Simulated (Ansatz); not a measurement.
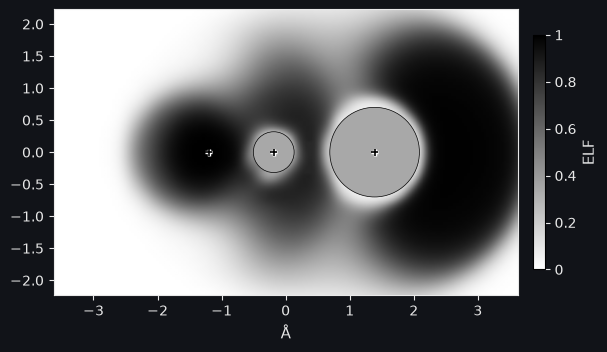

The electron localisation function on a plane through atoms (crosses mark nuclei in the plane; grey discs cover the cores).

Computed with Ansatz 0.2.0, isolated molecule in a Gaussian basis; Kohn-Sham density functional theory, functional PBE0.

Candidates:
A. CHOP
B. AlB2FH4
C. HNSi

Q: Which system is this?

A: Candidate C: HNSi on a plane that holds the molecular axis, which holds N, Si and H. Si–N (1.57 Å): the ELF peaks at about 0.85 between the atoms: a short, strongly polar bond. N–H (1.02 Å): the ELF climbs to about 1 towards the hydrogen, as it does in any bond to H; a covalent bond by its length.
